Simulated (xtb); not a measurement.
C2H8Ge3: frequency calculation (part 1 of 2)

C2H8Ge3, SMILES C#[C][GeH]([GeH3])[GeH3], computed with GFN2-xTB (xtb 6.7.1).

The geometry was optimised with GFN2-xTB.

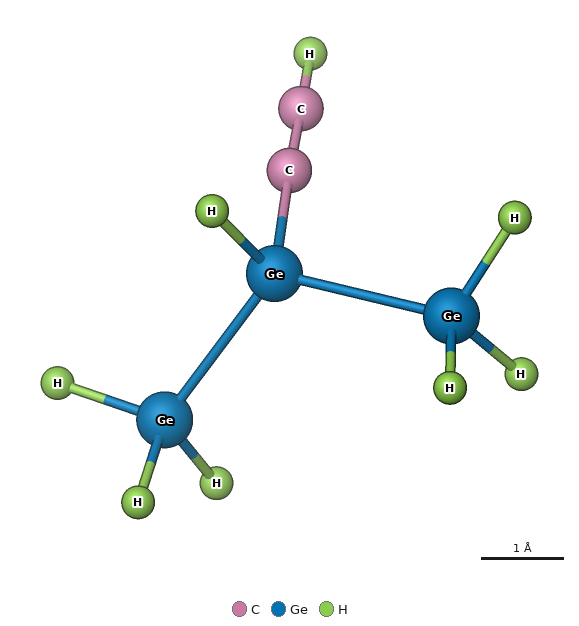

**Figure 1.** The input geometry (ball-and-stick view, seen at a tilt). Sticks mark near contacts. Bond lengths as drawn: C–C 1.20 Å, C–Ge 1.91 Å, C–H 1.05 Å, Ge–Ge 2.39 Å and Ge–H 1.50 to 1.52 Å.

**The input (mol.xyz)**
```
13

C     -1.73797300     2.46690200    -0.24715200
C     -0.86145000     1.64324300    -0.28682000
Ge     0.47412800     0.28226000    -0.30377700
Ge     1.11411700    -0.16033800     1.96097800
Ge    -0.33581800    -1.54983400    -1.61611500
H     -2.49615300     3.19801200    -0.21855000
H      1.63399500     0.94658300    -1.03320400
H      2.25383900    -1.13056300     2.08415800
H      1.55486700     1.06944200     2.69755900
H      0.01073300    -0.74895200     2.79059400
H     -0.77374200    -1.14066100    -2.99086900
H     -1.52028600    -2.24389000    -1.00980700
H      0.68375200    -2.63219400    -1.82700400
```

**File .CHRG**
```
0
```

**File .UHF**
```
0
```

**File xtb.inp**
```
$hess
   step=0.05
$end
```

Run on 1 thread of Intel Xeon @ 2.50GHz (Skylake/Cascade Lake), 189 GiB of memory available, shared host.

Run as:
```bash
xtb mol.xyz -I xtb.inp --hess --gfn 2 -P 1 > run.log
```

**The program's output**
```
* xtb version 6.7.1
   ID    Z sym.   atoms
    1    6 C      1, 2
    2   32 Ge     3-5
    3    1 H      6-13

           -------------------------------------------------
          |                Calculation Setup                |
           -------------------------------------------------

          program call               : xtb mol.xyz -I xtb.inp --hess --gfn 2 -P 1
          coordinate file            : mol.xyz
          omp threads                :                     1

           -------------------------------------------------
          |                 G F N 2 - x T B                 |
           -------------------------------------------------

      * Hamiltonian:
        H0-scaling (s, p, d)           1.850000    2.230000    2.230000
        zeta-weighting                 0.500000
      * Dispersion:
        s8                             2.700000
        a1                             0.520000
        a2                             5.000000
        s9                             5.000000
      * Repulsion:
        kExp                           1.500000    1.000000
        rExp                           1.000000
      * Coulomb:
        alpha                          2.000000
        third order                    shell-resolved
        anisotropic                    true
        a3                             3.000000
        a5                             4.000000
        cn-shift                       1.200000
        cn-exp                         4.000000
        max-rad                        5.000000

          ...................................................
          :                      SETUP                      :
          :.................................................:
          :  # basis functions                  46          :
          :  # atomic orbitals                  43          :
          :  # shells                           21          :
          :  # electrons                        28          :
          :  max. iterations                   250          :
          :  Hamiltonian                  GFN2-xTB          :
          :  restarted?                      false          :
          :  GBSA solvation                  false          :
          :  PC potential                    false          :
          :  electronic temp.          300.0000000     K    :
          :  accuracy                    1.0000000          :
          :  -> integral cutoff          0.2500000E+02      :
          :  -> integral neglect         0.1000000E-07      :
          :  -> SCF convergence          0.1000000E-05 Eh   :
          :  -> wf. convergence          0.1000000E-03 e    :
          :  Broyden damping             0.4000000          :
          :  net charge                          0          :
          :  unpaired electrons                  0          :
          ...................................................

 iter      E             dE          RMSdq      gap      omega  full diag
   1    -14.1685039 -0.141685E+02  0.883E+00    4.51       0.0  T
   2    -14.0639582  0.104546E+00  0.643E+00    5.28       1.0  T
   3    -14.0077814  0.561767E-01  0.783E+00    5.02       1.0  T
   4    -14.2228839 -0.215102E+00  0.283E+00    5.14       1.0  T
   5    -14.2474191 -0.245352E-01  0.607E-01    5.07       1.0  T
   6    -14.2490648 -0.164578E-02  0.173E-01    5.11       1.0  T
   7    -14.2491068 -0.419215E-04  0.162E-01    5.13       1.0  T
   8    -14.2492109 -0.104140E-03  0.296E-02    5.12       1.0  T
   9    -14.2492131 -0.215398E-05  0.131E-02    5.12       2.1  T
  10    -14.2492132 -0.176523E-06  0.363E-03    5.12       7.6  T
  11    -14.2492132 -0.139482E-07  0.192E-03    5.12      14.5  T
  12    -14.2492132 -0.666655E-08  0.551E-04    5.12      50.4  T
  13    -14.2492132 -0.544539E-09  0.145E-04    5.12     191.0  T

   *** convergence criteria satisfied after 13 iterations ***

         #    Occupation            Energy/Eh            Energy/eV
      -------------------------------------------------------------
         1        2.0000           -0.6401586             -17.4196
       ...           ...                  ...                  ...
         8        2.0000           -0.4451507             -12.1132
         9        2.0000           -0.4440602             -12.0835
        10        2.0000           -0.4390192             -11.9463
        11        2.0000           -0.4311980             -11.7335
        12        2.0000           -0.4296224             -11.6906
        13        2.0000           -0.4113942             -11.1946
        14        2.0000           -0.3929054             -10.6915 (HOMO)
        15                         -0.2048247              -5.5736 (LUMO)
        16                         -0.1967779              -5.3546
        17                         -0.1853704              -5.0442
        18                         -0.1590850              -4.3289
        19                         -0.1470461              -4.0013
       ...                                ...                  ...
        43                          1.7424846              47.4154
      -------------------------------------------------------------
                  HL-Gap            0.1880808 Eh            5.1179 eV
             Fermi-level           -0.2988651 Eh           -8.1325 eV

 SCC (total)                   0 d,  0 h,  0 min,  0.029 sec
 SCC setup                      ...        0 min,  0.000 sec (  0.924%)
 Dispersion                     ...        0 min,  0.000 sec (  0.620%)
 classical contributions        ...        0 min,  0.000 sec (  0.139%)
 integral evaluation            ...        0 min,  0.004 sec ( 14.684%)
 iterations                     ...        0 min,  0.016 sec ( 53.553%)
 molecular gradient             ...        0 min,  0.009 sec ( 29.115%)
 printout                       ...        0 min,  0.000 sec (  0.855%)

         :::::::::::::::::::::::::::::::::::::::::::::::::::::
         ::                     SUMMARY                     ::
         :::::::::::::::::::::::::::::::::::::::::::::::::::::
         :: total energy             -14.057920177958 Eh    ::
         :: gradient norm              0.000143754924 Eh/a0 ::
         :: HOMO-LUMO gap              5.117937972906 eV    ::
         ::.................................................::
         :: SCC energy               -14.249181038326 Eh    ::
         :: -> isotropic ES           -0.004953090538 Eh    ::
         :: -> anisotropic ES          0.001756164888 Eh    ::
         :: -> anisotropic XC          0.010974993608 Eh    ::
         :: -> dispersion             -0.009447161242 Eh    ::
         :: repulsion energy           0.191260860368 Eh    ::
         :: add. restraining           0.000000000000 Eh    ::
         :: total charge              -0.000000000000 e     ::
         :::::::::::::::::::::::::::::::::::::::::::::::::::::

           -------------------------------------------------
          |                Numerical Hessian                |
           -------------------------------------------------
step length          :   0.05000
SCC accuracy         :   0.30000
Hessian scale factor :   1.00000
frozen atoms in %    :   0.00000    0
RMS gradient         :   0.00014
estimated CPU  time      0.04 min

writing file <hessian>.

 projected vibrational frequencies (cm⁻¹)
eigval :       -0.00    -0.00    -0.00     0.00     0.00     0.00
eigval :      -31.49   -22.50    53.68    61.34    68.42   205.32
eigval :      219.64   242.30   286.29   352.08   387.08   397.71
eigval :      408.83   498.43   593.97   633.51   665.92   681.58
eigval :      778.46   794.23   857.44   859.46   862.61   865.00
eigval :     1817.71  1918.27  1920.72  2010.36  2020.48  2021.85
eigval :     2030.69  2175.14  3338.41
           -------------------------------------------------
          |                Property Printout                |
           -------------------------------------------------

    * Orbital Energies and Occupations

         #    Occupation            Energy/Eh            Energy/eV
      -------------------------------------------------------------
         1        2.0000           -0.6401587             -17.4196
         2        2.0000           -0.6226715             -16.9438
         3        2.0000           -0.6119473             -16.6519
         4        2.0000           -0.5961013             -16.2207
         5        2.0000           -0.5181626             -14.0999
         6        2.0000           -0.4521875             -12.3046
         7        2.0000           -0.4466762             -12.1547
         8        2.0000           -0.4451505             -12.1132
         9        2.0000           -0.4440599             -12.0835
        10        2.0000           -0.4390190             -11.9463
        11        2.0000           -0.4311979             -11.7335
        12        2.0000           -0.4296224             -11.6906
        13        2.0000           -0.4113941             -11.1946
        14        2.0000           -0.3929053             -10.6915 (HOMO)
        15                         -0.2048246              -5.5736 (LUMO)
        16                         -0.1967778              -5.3546
        17                         -0.1853703              -5.0442
        18                         -0.1590848              -4.3289
        19                         -0.1470459              -4.0013
        20                         -0.1336476              -3.6367
        21                         -0.1142026              -3.1076
        22                         -0.0793672              -2.1597
        23                         -0.0726848              -1.9779
        24                         -0.0461563              -1.2560
        25                         -0.0385891              -1.0501
       ...                                ...                  ...
        43                          1.7424845              47.4154
      -------------------------------------------------------------
                  HL-Gap            0.1880807 Eh            5.1179 eV
             Fermi-level           -0.2988649 Eh           -8.1325 eV

     #   Z          covCN         q      C6AA      α(0)
     1   6 C        1.911    -0.079    33.263     9.314
     2   6 C        1.876    -0.079    33.279     9.318
     3  32 Ge       3.731     0.124   169.272    23.356
     4  32 Ge       3.764     0.087   169.999    23.403
     5  32 Ge       3.764     0.087   169.998    23.403
     6   1 H        0.928     0.080     1.982     2.201
     7   1 H        0.932    -0.041     3.868     3.075
     8   1 H        0.938    -0.031     3.649     2.987
     9   1 H        0.938    -0.030     3.624     2.976
    10   1 H        0.938    -0.030     3.628     2.978
    11   1 H        0.938    -0.030     3.623     2.976
    12   1 H        0.938    -0.030     3.630     2.979
    13   1 H        0.937    -0.031     3.649     2.987

 Mol. C6AA /au·bohr⁶  :       4265.334464
 Mol. C8AA /au·bohr⁸  :     238120.354521
 Mol. α(0) /au        :        111.953354

Wiberg/Mayer (AO) data.
largest (>0.10) Wiberg bond orders for each atom
```
